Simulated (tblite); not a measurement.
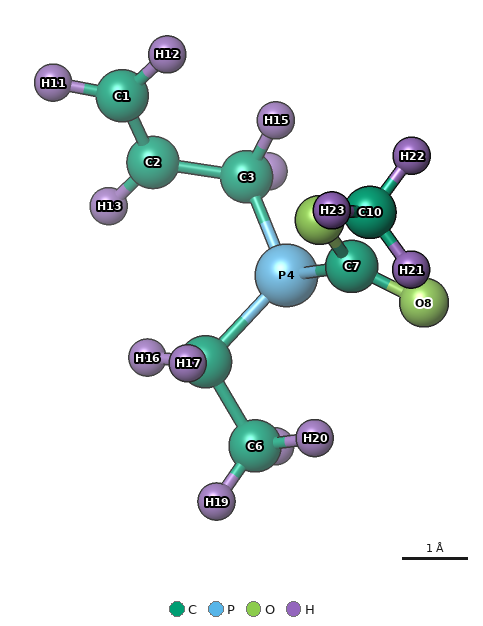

The input geometry (ball-and-stick view, seen at a tilt; atoms are numbered from 1 in the order of the input). Bond lengths as drawn: C–C 1.33 to 1.53 Å, C–H 1.08 to 1.13 Å, C–O 1.26 to 1.41 Å and C–P 1.79 to 1.86 Å.

Geometry relaxation of C$_{7}$H$_{13}$O$_{2}$P

The run: geometry relaxation of C$_{7}$H$_{13}$O$_{2}$P, SMILES C=CCP(CC)C(=O)OC. Method and program: GFN2-xTB geometry optimisation, gas phase (tblite 0.8.0).

It belongs to a series of runs on one base structure; here: CH3 replaced by COOCH3.

The input
```
{"job": {"kind": "relax", "xc": "GFN2-xTB", "basis": "xTB"}, "charge": 0, "multiplicity": 1}
C     -3.291100     0.651900     0.312700
C     -2.628000    -0.405100    -0.155600
C     -1.569900    -0.155300    -1.149400
P      0.114100    -0.623000    -0.750200
C      0.328500    -1.720800     0.738100
C      1.560600    -2.576400     0.420500
C      1.322700     0.735800    -0.632000
O      2.406100     0.670600    -1.270700
O      1.027100     1.822700     0.178800
C      1.954000     2.879900     0.268900
H     -4.083300     0.519000     1.055500
H     -3.042700     1.631000    -0.079500
H     -2.852400    -1.417700     0.229800
H     -1.893700    -0.717600    -2.078300
H     -1.612000     0.943100    -1.409100
H     -0.548500    -2.319500     1.015800
H      0.660300    -1.089800     1.611200
H      1.282000    -3.201500    -0.453200
H      1.887400    -3.142200     1.302000
H      2.332200    -1.836300     0.075400
H      2.942100     2.445200     0.073800
H      1.718100     3.574500    -0.556700
H      1.982100     3.358500     1.262100
```

The first line tells a small driver script what to run in tblite; the rest is the geometry in Å.

Launch command:
```bash
OMP_NUM_THREADS=1 python <driver script> task.json out
```

Log
```
step      E/eV     max force
  0    -875.35370    4.184
  1    -875.85135    4.234
  2    -876.09092    1.309
  3    -876.20118    0.812
  4    -876.30074    0.636
  5    -876.33527    0.550
  6    -876.37431    0.565
  7    -876.40252    0.433
  8    -876.43651    0.433
  9    -876.47008    0.458
 10    -876.50290    0.503
 11    -876.52832    0.398
 12    -876.55524    0.455
 13    -876.58575    0.608
 14    -876.61381    0.512
 15    -876.63796    0.296
 16    -876.66207    0.368
 17    -876.68756    0.414
 18    -876.71162    0.398
 19    -876.73078    0.351
 20    -876.74630    0.365
 21    -876.76325    0.332
 22    -876.78224    0.318
 23    -876.79759    0.243
 24    -876.80906    0.262
 25    -876.81976    0.234
 26    -876.83092    0.235
 27    -876.84344    0.213
 28    -876.85493    0.211
 29    -876.86388    0.181
 30    -876.87115    0.171
 31    -876.87847    0.225
 32    -876.88590    0.187
 33    -876.89347    0.180
 34    -876.89779    0.123
 35    -876.90143    0.147
 36    -876.90497    0.144
 37    -876.90811    0.145
 38    -876.91047    0.130
 39    -876.91233    0.105
 40    -876.91431    0.131
 41    -876.91666    0.139
 42    -876.91888    0.124
 43    -876.92079    0.128
 44    -876.92288    0.125
 45    -876.92594    0.206
 46    -876.93030    0.252
 47    -876.93489    0.204
 48    -876.93850    0.135
 49    -876.94140    0.126
 50    -876.94450    0.155
 51    -876.94884    0.181
 52    -876.95430    0.190
 53    -876.95970    0.173
 54    -876.96415    0.135
 55    -876.96749    0.133
 56    -876.97033    0.321
 57    -876.97337    0.200
 58    -876.97714    0.119
 59    -876.97923    0.116
 60    -876.98199    0.121
 61    -876.98456    0.092
 62    -876.98691    0.115
 63    -876.98971    0.127
 64    -876.99341    0.135
 65    -876.99784    0.161
 66    -877.00137    0.179
 67    -877.00532    0.148
 68    -877.00853    0.111
 69    -877.01275    0.142
 70    -877.01529    0.132
 71    -877.01885    0.106
 72    -877.02112    0.155
 73    -877.02302    0.136
 74    -877.02499    0.128
 75    -877.02737    0.144
 76    -877.02996    0.118
 77    -877.03212    0.089
 78    -877.03396    0.104
 79    -877.03563    0.107
 80    -877.03826    0.136
 81    -877.04134    0.169
 82    -877.04471    0.128
 83    -877.04760    0.116
 84    -877.05004    0.138
 85    -877.05253    0.114
 86    -877.05475    0.232
 87    -877.05734    0.150
 88    -877.06011    0.096
 89    -877.06387    0.093
 90    -877.06590    0.125
 91    -877.06827    0.088
 92    -877.07023    0.079
 93    -877.07196    0.104
 94    -877.07289    0.064
 95    -877.07368    0.078
 96    -877.07456    0.083
 97    -877.07583    0.072
 98    -877.07727    0.093
 99    -877.07917    0.095
100    -877.08115    0.091
101    -877.08304    0.096
102    -877.08476    0.092
103    -877.08687    0.099
104    -877.08958    0.130
105    -877.09212    0.137
106    -877.09404    0.093
107    -877.09585    0.112
108    -877.09802    0.129
109    -877.10113    0.131
110    -877.10485    0.140
111    -877.10844    0.156
112    -877.11042    0.409
113    -877.11523    0.204
114    -877.11986    0.174
115    -877.13076    0.669
116    -877.13480    0.188
117    -877.14021    0.170
118    -877.14424    0.428
119    -877.14707    0.097
120    -877.14959    0.101
121    -877.15260    0.117
122    -877.15456    0.205
123    -877.15759    0.152
124    -877.15998    0.219
125    -877.16228    0.113
126    -877.16422    0.171
127    -877.16625    0.164
128    -877.16930    0.153
129    -877.17145    0.121
130    -877.17477    0.190
131    -877.17779    0.174
132    -877.17741    0.652
133    -877.18328    0.125
134    -877.18670    0.118
135    -877.19639    0.542
136    -877.20023    0.212
137    -877.20413    0.124
138    -877.20484    0.886
139    -877.21140    0.133
140    -877.21343    0.080
141    -877.21654    0.462
142    -877.21828    0.086
143    -877.21922    0.059
144    -877.22091    0.053
145    -877.22172    0.075
146    -877.22264    0.081
147    -877.22374    0.073
148    -877.22469    0.070
149    -877.22542    0.060
150    -877.22601    0.054
151    -877.22645    0.044
152    -877.22678    0.046
153    -877.22705    0.038
154    -877.22732    0.051
155    -877.22758    0.035
156    -877.22780    0.050
157    -877.22804    0.031
158    -877.22835    0.033
159    -877.22878    0.053
160    -877.22939    0.064
161    -877.23007    0.064
162    -877.23070    0.044
163    -877.23128    0.078
164    -877.23185    0.054
165    -877.23254    0.056
166    -877.23320    0.046
167    -877.23371    0.044
168    -877.23408    0.036
169    -877.23432    0.029
170    -877.23459    0.029
171    -877.23489    0.028
172    -877.23521    0.037
173    -877.23552    0.039
174    -877.23581    0.046
175    -877.23610    0.044
176    -877.23645    0.036
177    -877.23689    0.044
178    -877.23744    0.048
179    -877.23810    0.052
180    -877.23883    0.052
181    -877.23943    0.044
182    -877.23985    0.036
183    -877.24011    0.039
184    -877.24038    0.041
185    -877.24064    0.033
186    -877.24091    0.036
187    -877.24115    0.039
188    -877.24144    0.048
189    -877.24182    0.054
190    -877.24223    0.045
191    -877.24263    0.057
192    -877.24294    0.037
193    -877.24330    0.038
194    -877.24369    0.048
195    -877.24412    0.049
196    -877.24442    0.036
197    -877.24462    0.033
198    -877.24476    0.036
199    -877.24492    0.039
200    -877.24510    0.041
201    -877.24524    0.037
202    -877.24537    0.037
203    -877.24549    0.034
204    -877.24560    0.034
205    -877.24570    0.030
206    -877.24581    0.029
207    -877.24594    0.030
208    -877.24613    0.031
209    -877.24638    0.037
210    -877.24669    0.037
211    -877.24701    0.050
212    -877.24721    0.075
213    -877.24753    0.045
214    -877.24781    0.029
215    -877.24805    0.020
216    -877.24819    0.023
217    -877.24829    0.022
218    -877.24838    0.015
219    -877.24845    0.018
220    -877.24851    0.024
221    -877.24857    0.032
222    -877.24864    0.031
223    -877.24872    0.020
224    -877.24879    0.031
225    -877.24886    0.025
226    -877.24894    0.033
227    -877.24903    0.048
228    -877.24912    0.037
229    -877.24919    0.040
230    -877.24926    0.014
231    -877.24933    0.019
232    -877.24939    0.018
233    -877.24945    0.019
234    -877.24951    0.018
235    -877.24956    0.022
236    -877.24962    0.028
237    -877.24968    0.024
238    -877.24974    0.017
239    -877.24978    0.016
240    -877.24981    0.013
241    -877.24984    0.012
242    -877.24988    0.014
243    -877.24994    0.014
244    -877.25000    0.014
245    -877.25005    0.017
246    -877.25010    0.017
247    -877.25015    0.022
248    -877.25022    0.019
249    -877.25028    0.013
250    -877.25033    0.013
251    -877.25036    0.011
252    -877.25038    0.009
```

Trajectory as extended XYZ (Å, eV, eV/Å), 5 of the 253 frames kept, from step=0 to step=252
```
23
Properties=species:S:1:pos:R:3:forces:R:3 step=0 energy=-875.35370
C    -3.2911    0.6519    0.3127   -0.2530  -0.8370   0.2620
C    -2.6280   -0.4051   -0.1556   -0.7780   0.5130   1.2390
C    -1.5699   -0.1553   -1.1494   -1.7940   1.0500  -0.8540
P     0.1141   -0.6230   -0.7502    1.7720  -2.3420  -2.1320
C     0.3285   -1.7208    0.7381    0.7540   1.0330   1.5860
C     1.5606   -2.5764    0.4205   -0.1980   0.6120  -0.9710
C     1.3227    0.7358   -0.6320    3.2370   1.9510  -0.1140
O     2.4061    0.6706   -1.2707   -3.6190   0.0170   2.0990
O     1.0271    1.8227    0.1788   -0.5280  -1.5940  -0.4760
C     1.9540    2.8799    0.2689    0.6690  -0.0010  -0.6940
H    -4.0833    0.5190    1.0555    0.3660   0.3840  -0.3880
H    -3.0427    1.6310   -0.0795   -0.3520  -0.0930   0.3800
H    -2.8524   -1.4177    0.2298    0.3290   0.6830  -0.4890
H    -1.8937   -0.7176   -2.0783    0.7920   0.3490   0.5960
H    -1.6120    0.9431   -1.4091    0.2420  -0.8760   0.0730
H    -0.5485   -2.3195    1.0158    0.1440   0.3640  -0.3170
H     0.6603   -1.0898    1.6112   -0.7720  -0.3430  -0.3790
H     1.2820   -3.2015   -0.4532    0.5620   0.0360   0.7170
H     1.8874   -3.1422    1.3020   -0.0460   0.1130  -0.5560
H     2.3322   -1.8363    0.0754   -0.3160  -1.0330   0.3970
H     2.9421    2.4452    0.0738    0.1180   0.2140  -0.0220
H     1.7181    3.5745   -0.5567    0.1830   0.1200   0.5300
H     1.9821    3.3585    1.2621   -0.5150  -0.3200  -0.4880
23
Properties=species:S:1:pos:R:3:forces:R:3 step=63 energy=-876.98971
C    -2.9021    0.7494    0.6500    0.0700  -0.0350   0.0190
C    -2.3710   -0.2028   -0.0956    0.0050   0.0090  -0.0480
C    -1.4797    0.0366   -1.2637    0.0620   0.0000  -0.0690
P     0.1703   -0.8808   -1.2855    0.0870   0.0320  -0.0350
C     0.2624   -1.6845    0.4045   -0.0140   0.0070  -0.0130
C     1.6061   -2.3832    0.5613    0.0270  -0.0560   0.0110
C     1.3609    0.4442   -0.7453   -0.1040   0.0160   0.0710
O     2.5488    0.2539   -0.7149   -0.0010   0.0480  -0.0620
O     0.7545    1.5570   -0.3483    0.0210  -0.0100  -0.0410
C     1.5550    2.6295    0.1406   -0.0180   0.0020   0.0070
H    -3.5619    0.5242    1.4694   -0.0300  -0.0130   0.0230
H    -2.7011    1.7923    0.4776    0.0590   0.0440  -0.0260
H    -2.6179   -1.2382    0.0977    0.0070  -0.0220   0.0100
H    -1.9789   -0.3179   -2.1750   -0.0270  -0.0370   0.0720
H    -1.2719    1.0992   -1.4006   -0.0480   0.0000   0.0600
H    -0.5396   -2.4201    0.4779   -0.0720  -0.0220  -0.0680
H     0.1010   -0.9299    1.1794    0.0200   0.0230   0.0220
H     1.6807   -3.2130   -0.1367   -0.0150  -0.0360  -0.0260
H     1.7194   -2.7680    1.5701   -0.0180  -0.0480   0.0970
H     2.4333   -1.7079    0.3589   -0.0070   0.0330   0.0230
H     2.6070    2.3367    0.1693   -0.0490  -0.0100  -0.0700
H     1.4082    3.4788   -0.5274    0.0670   0.0420   0.0580
H     1.2120    2.8712    1.1466   -0.0240   0.0360  -0.0160
23
Properties=species:S:1:pos:R:3:forces:R:3 step=126 energy=-877.16422
C    -2.2221    0.9300    0.7927   -0.0060   0.0300   0.0190
C    -2.1769   -0.0837   -0.0540   -0.0290   0.0220  -0.0130
C    -1.3729   -0.1057   -1.3089   -0.0300  -0.0100   0.0110
P     0.3771   -0.7747   -1.1525   -0.0330   0.0300   0.0730
C     0.1930   -1.9545    0.2851   -0.0120   0.0090  -0.0330
C     1.4803   -2.7407    0.4983   -0.0350   0.0080  -0.0820
C     1.1707    0.6188   -0.2383    0.0710   0.0500   0.0330
O     2.0698    0.4998    0.5543   -0.1670   0.0090  -0.0370
O     0.7007    1.7850   -0.6876    0.0950  -0.0130   0.0740
C     1.2711    2.9711   -0.1440    0.0000   0.0010   0.0060
H    -2.8325    0.9107    1.6806    0.0170  -0.0360  -0.0240
H    -1.6549    1.8307    0.6293    0.0170   0.0130  -0.0280
H    -2.7760   -0.9651    0.1288    0.0370  -0.0620   0.0810
H    -1.8563   -0.7451   -2.0511   -0.0160   0.0000  -0.0190
H    -1.2740    0.8971   -1.7265    0.0310  -0.0010  -0.0340
H    -0.6220   -2.6296    0.0123   -0.0160  -0.0570  -0.0020
H    -0.0912   -1.4217    1.1965    0.0080   0.0630  -0.0600
H     1.7725   -3.2206   -0.4336    0.0600  -0.0360   0.0150
H     1.3388   -3.5096    1.2549    0.0140   0.0330   0.0350
H     2.2793   -2.0731    0.8108   -0.0050  -0.0160   0.0070
H     2.3602    2.8955   -0.1134   -0.0290  -0.0390  -0.0120
H     0.9617    3.7857   -0.7966    0.0030  -0.0210   0.0490
H     0.8989    3.1268    0.8728    0.0260   0.0220  -0.0560
23
Properties=species:S:1:pos:R:3:forces:R:3 step=189 energy=-877.24182
C    -2.2214    1.2482    0.6197    0.0030   0.0460   0.0120
C    -2.0706    0.0440    0.0980   -0.0230  -0.0050   0.0030
C    -1.4589   -0.2122   -1.2346    0.0180   0.0100   0.0080
P     0.3347   -0.7679   -1.1562   -0.0040  -0.0340   0.0050
C     0.2355   -2.0914    0.1498   -0.0070   0.0020   0.0030
C     1.6022   -2.7417    0.3332   -0.0160  -0.0150  -0.0010
C     0.9186    0.5940   -0.0420   -0.0400   0.0240  -0.0280
O     1.3124    0.4826    1.0865    0.0340   0.0080   0.0110
O     0.8702    1.7284   -0.7340    0.0070   0.0060  -0.0010
C     1.3309    2.9091   -0.0853   -0.0030  -0.0030   0.0060
H    -2.6641    1.3974    1.5897    0.0110   0.0040  -0.0020
H    -1.9082    2.1356    0.0932   -0.0180   0.0020  -0.0010
H    -2.3990   -0.8259    0.6496    0.0060  -0.0320  -0.0010
H    -1.9929   -1.0001   -1.7729    0.0070  -0.0100   0.0150
H    -1.4641    0.6926   -1.8462    0.0120   0.0120  -0.0200
H    -0.4990   -2.8334   -0.1758    0.0130   0.0140  -0.0060
H    -0.0953   -1.6419    1.0894    0.0030  -0.0170  -0.0030
H     1.9643   -3.1395   -0.6128    0.0190  -0.0150   0.0010
H     1.5462   -3.5539    1.0548   -0.0140  -0.0130   0.0060
H     2.3182   -2.0097    0.6992    0.0000   0.0160  -0.0110
H     2.4213    2.8985   -0.0274   -0.0080   0.0060   0.0070
H     0.9930    3.7466   -0.6914    0.0020  -0.0070   0.0160
H     0.9214    2.9675    0.9255   -0.0020   0.0010  -0.0190
23
Properties=species:S:1:pos:R:3:forces:R:3 step=252 energy=-877.25038
C    -2.2285    1.4146    0.4880   -0.0070  -0.0040   0.0040
C    -1.9807    0.1633    0.1432   -0.0040   0.0000  -0.0020
C    -1.4485   -0.2410   -1.1869    0.0040  -0.0010   0.0000
P     0.3475   -0.7915   -1.1513   -0.0060   0.0010  -0.0060
C     0.2736   -2.1358    0.1363    0.0020   0.0010   0.0010
C     1.6314   -2.8160    0.2700   -0.0030  -0.0010  -0.0010
C     0.9456    0.5651   -0.0403    0.0030  -0.0020   0.0000
O     1.4445    0.4335    1.0445   -0.0020   0.0020  -0.0030
O     0.7810    1.7218   -0.6745    0.0060  -0.0050   0.0030
C     1.2118    2.8940    0.0084   -0.0030  -0.0020   0.0010
H    -2.6030    1.6723    1.4640   -0.0030   0.0010   0.0030
H    -2.0705    2.2318   -0.1968    0.0060   0.0030  -0.0040
H    -2.1571   -0.6381    0.8481   -0.0010  -0.0010   0.0060
H    -2.0082   -1.0868   -1.5970    0.0020  -0.0010   0.0010
H    -1.4996    0.5887   -1.8958    0.0020  -0.0010   0.0020
H    -0.4839   -2.8572   -0.1825    0.0050  -0.0010  -0.0010
H    -0.0191   -1.7057    1.0967    0.0000   0.0050   0.0010
H     1.9511   -3.2310   -0.6837    0.0000   0.0000  -0.0090
H     1.5831   -3.6211    1.0005   -0.0040  -0.0010   0.0040
H     2.3758   -2.0955    0.6011    0.0020   0.0020   0.0020
H     2.2914    2.8595    0.1672   -0.0050   0.0060   0.0010
H     0.9445    3.7352   -0.6259    0.0060  -0.0020  -0.0020
H     0.7129    2.9669    0.9768    0.0000   0.0020   0.0000
```

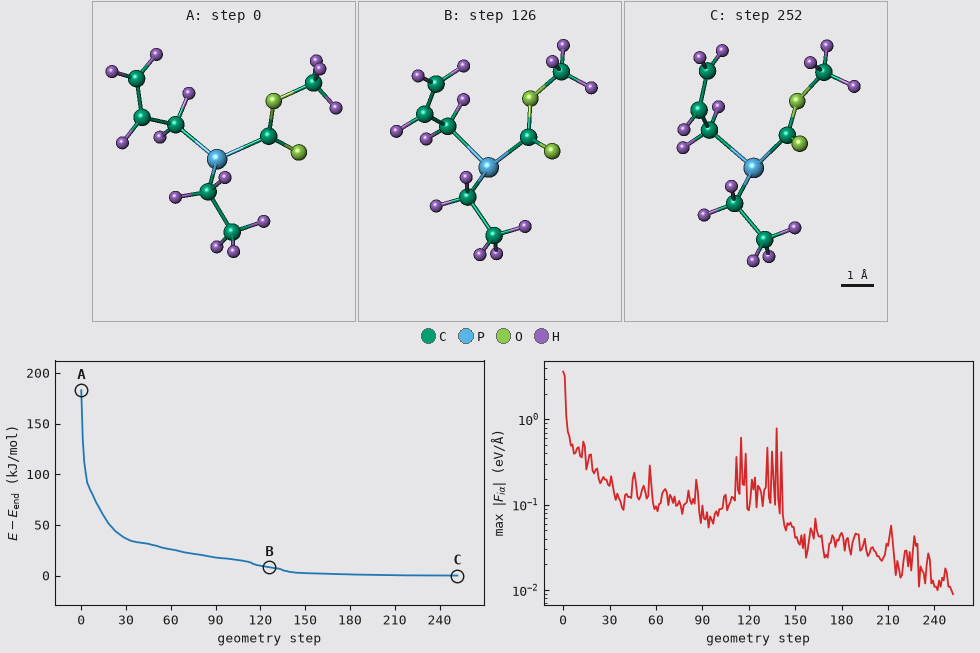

Frames of the relaxation (ball-and-stick view, seen on its broad side) above the curves, on which the letters mark them (steps are counted from 0).

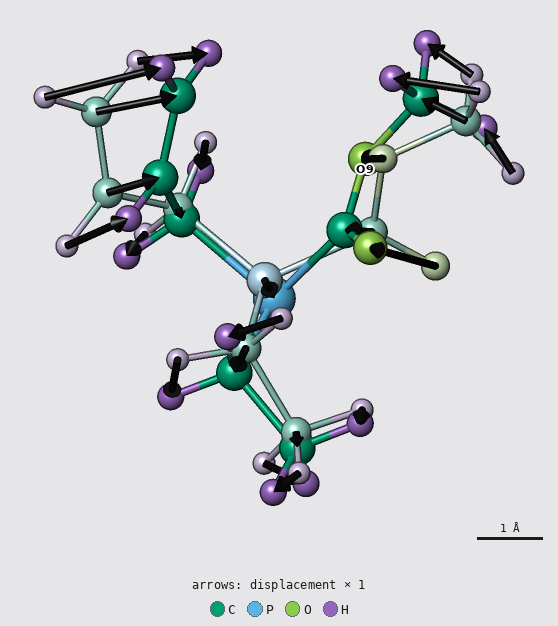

Start (faint) and end (solid) with the displacements as black arrows, at true length (ball-and-stick view, seen on its broad side). The two geometries are laid on each other by the best rigid fit. The energy falls by 183.0 kJ/mol in 252 geometry steps. The largest force component goes from 3.6 to 0.009 eV/Å. The largest move after the best rigid fit is that of O8, 2.50 Å. By element the largest moves are O 2.50 Å, H 1.90 Å, C 1.29 Å, P 0.49 Å. Among the contacts that change: C3–P4 1.793 → 1.879 Å, C7–O9 1.388 → 1.329 Å, C7–O8 1.259 → 1.201 Å, C3–H14 1.133 → 1.094 Å. Among the angles that change: C3–P4–C7 116.3° → 96.1°, C3–P4–C5 116.1° → 100.8°, C5–P4–C7 108.1° → 97.3°. (Atoms are counted from 1 in the order of the input.)

Key numbers

```json
{"quantity": "outcome", "value": "converged"}
{"quantity": "total energy", "value": "−877.2504 eV"}
{"quantity": "hardware", "value": "1 CPU thread, shared host"}
{"quantity": "wall time", "value": "2.4 s"}
{"quantity": "peak memory", "value": "0.18 GiB"}
```
